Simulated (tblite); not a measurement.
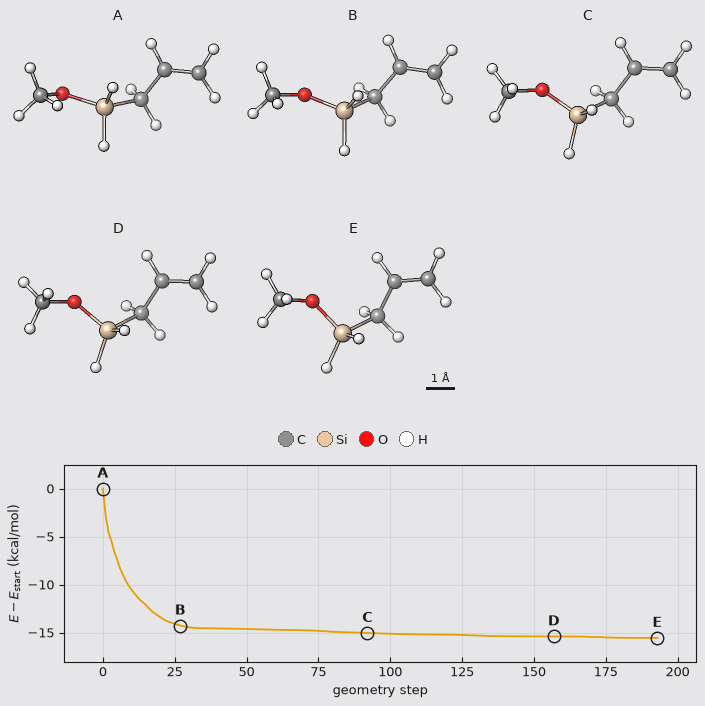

Frames of a relaxation of C4H10OSi, marked on the history of the run. A ball-and-stick model, seen at a tilt.

Theory: GFN2-xTB geometry optimisation, gas phase (tblite 0.8.0). 

Q: What happens along the run?

A: An H atom moves most after the best rigid fit: 1.46 Å. Largest moves by element: H 1.46 Å, O 0.78 Å, Si 0.50 Å, C 0.40 Å. Some distances before and after: O–Si 1.699 → 1.621 Å, C–Si 1.853 → 1.901 Å, C–C 1.293 → 1.321 Å, C–H 1.104 → 1.077 Å. Bond angles that change, for instance: Si–O–C 105.6° → 128.1°, C–Si–O 114.5° → 103.0°, C–C–Si 105.8° → 111.6°. Groups turn about C–O by about 60°, C–Si by about 50°. Over 193 geometry steps the energy falls by 15.6 kcal/mol. From step 0 to 27: an H atom moves most (0.57 Å), energy −14.3 kcal/mol. From step 27 to 92: an H atom moves most (0.55 Å), energy −0.78 kcal/mol. From step 92 to 157: an H atom moves most (0.41 Å), energy −0.36 kcal/mol. From step 157 to 193: an H atom moves most (0.46 Å), energy −0.15 kcal/mol.

| step | E − E(0), kcal/mol |
| --- | --- |
| 0 | 0.00 |
| 1 | -2.87 |
| 2 | -4.58 |
| 3 | -5.46 |
| 4 | -6.59 |
| 5 | -7.40 |
| 6 | -8.32 |
| 7 | -8.97 |
| 8 | -9.62 |
| 9 | -10.11 |
| 10 | -10.53 |
| 20 | -13.39 |
| 29 | -14.40 |
| 39 | -14.56 |
| 49 | -14.61 |
| 58 | -14.69 |
| 68 | -14.74 |
| 77 | -14.84 |
| 87 | -14.98 |
| 97 | -15.09 |
| 106 | -15.16 |
| 116 | -15.19 |
| 126 | -15.25 |
| 135 | -15.35 |
| 145 | -15.38 |
| 154 | -15.39 |
| 164 | -15.40 |
| 174 | -15.49 |
| 183 | -15.54 |
| 193 | -15.55 |
